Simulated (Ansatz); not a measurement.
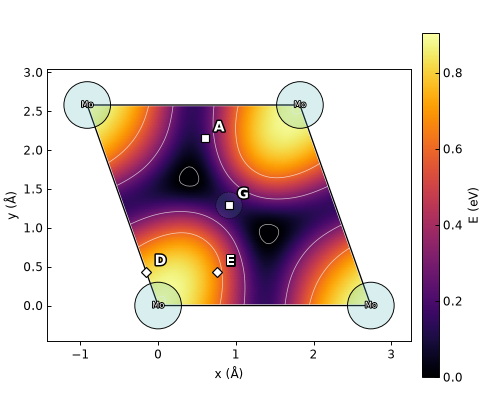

H on a Mo(110) slab cut from the Im-3m phase, its upper half relaxed before the scan (12 atoms of substrate and one adsorbate in a 2 × 2 cell). 
- H is moved over the surface cell; relaxed at each place: the height of the adsorbate's atoms; substrate rigid; the origin of the map has the adsorbate above Mo9.
- Places are given modulo a cell vector. The map is drawn in real space over the plane of the surface.
- The grid has 6 × 6 points; 13 points were computed and 23 follow by symmetry.
- Places are given in fractions of the 1 × 1 surface cell.
- All energies are given in eV relative to the lowest grid point.
- The calculation used DFT PBE, scalar-relativistic, plane waves, PAW in Ansatz. Settings: cutoff 420 eV, k-mesh 5×5×1, gaussian smearing 0.1 eV, no spin polarisation.

In the figure: a smooth colour map with a few white contour lines, labelled circles for the atoms of the top layer and small ones for the second layer, the outline of one cell of the plane, lettered points. Between grid points the surface is interpolated.

> Is E the lowest point of the computed grid?

No. E lies 0.65 eV above the lowest grid point, which is at (2/6, 4/6) of the cell vectors [nearest 1 Mo at 1.86 Å].

PAW datasets: the set soft_1.
